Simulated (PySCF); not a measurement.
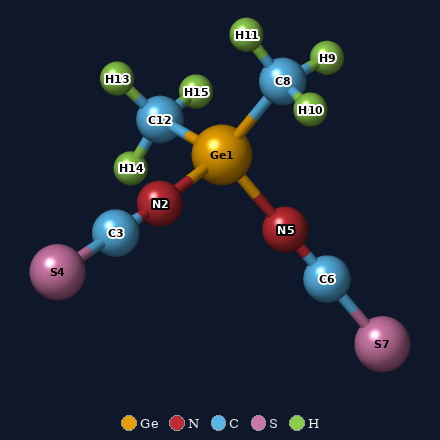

C₄H₆GeN₂S₂, singlet. Vertical core-electron binding energies by ΔSCF (SCAN, pcX-2 on the ionised atom (unc-x2c-TZVPall on a metal), pcseg-1 elsewhere, spin-free X2C; PySCF 2.14.0, at a PBE0-D3(BJ)/def2-SVP geometry (no frequency check)), gas phase, against the vacuum level. One atom of each kind was ionised; within a panel, areas follow the number of like atoms and 2j + 1 (2p levels are split by first-order spin-orbit coupling, an approximation), each panel is scaled alone, Gaussians of 1.0 eV full width. Only the regions named are shown.

> Predict the S 2p, C 1s and N 1s photoelectron lines.

| level | atoms | binding energy (eV) |
| --- | --- | --- |
| S 2p1/2 | S4, S7 | 170.2 |
| S 2p3/2 | S4, S7 | 169.0 |
| C 1s | C3, C6 | 293.0 |
| C 1s | C8, C12 | 290.9 |
| N 1s | N2, N5 | 404.8 |

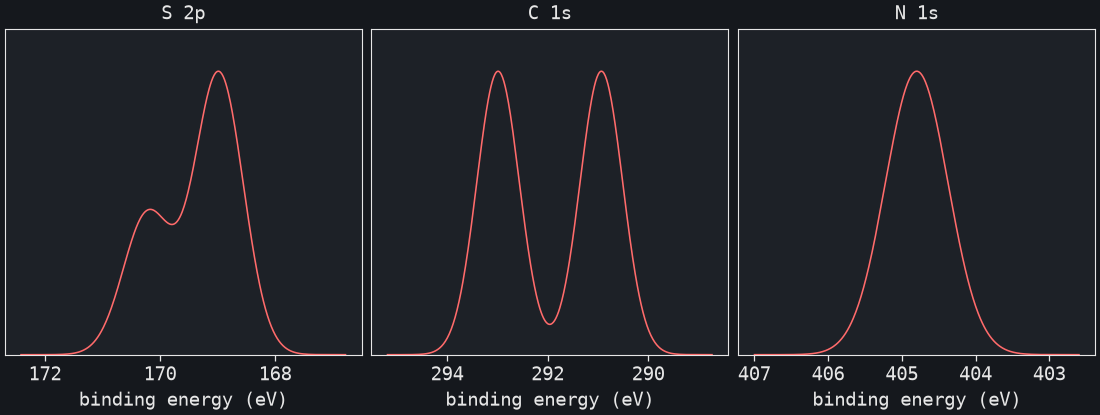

Note: one conformer of a flexible molecule.
